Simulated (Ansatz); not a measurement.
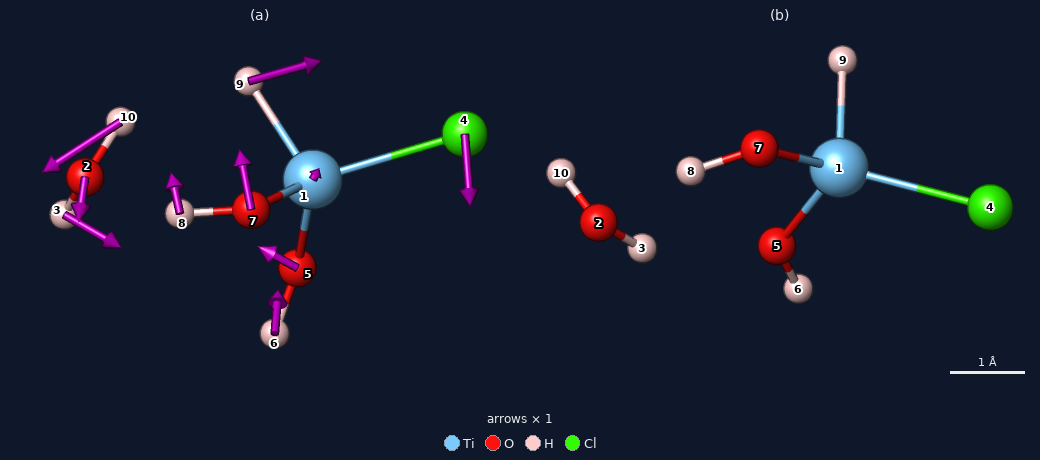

The structure of TiH5O3Cl before (left) and after (right) a relaxation, at one scale. The purple arrows give the displacements, at their true length.

A ball-and-stick model, seen from a free direction.

The run prepares an end point of a later path (reaction) calculation, from a guessed geometry.

Computed with Ansatz, RKS PBE0-D4/def2-SVP. (no spin polarisation; force threshold 0.03 eV/Å; at most 50 steps)

**Describe what moved and what it gained.**

The largest move after the best rigid fit is that of H10, 1.30 Å. By element the largest moves are H 1.30 Å, Cl 1.03 Å, O 0.86 Å, Ti 0.18 Å. Some distances before and after: Ti1–H10 2.762 → 3.813 Å, Ti1–H3 3.495 → 2.940 Å, Ti1–O2 3.121 → 3.392 Å, Ti1–O5 1.757 → 1.788 Å. Among the angles between lasting bonds that change: Ti1–O5–H6 141.8° → 133.6°, O5–Ti1–O7 112.4° → 106.2°, Cl4–Ti1–O7 113.5° → 116.9°. Groups turn about Ti1–O5 by about 145°, Ti1–O7 by about 50°. Over 24 accepted moves (26 points after the start) the energy falls by 4.57 kcal/mol. Largest force component: 0.53 eV/Å at the start, 0.012 eV/Å at the end. The line search rejected the trial steps at points 9, 22 of the run. The run took 110 s on 4 threads of Intel(R) Xeon(R) Platinum 8259CL CPU @ 2.50GHz (Skylake/Cascade Lake) (shared host), peak memory 0.33 GiB.
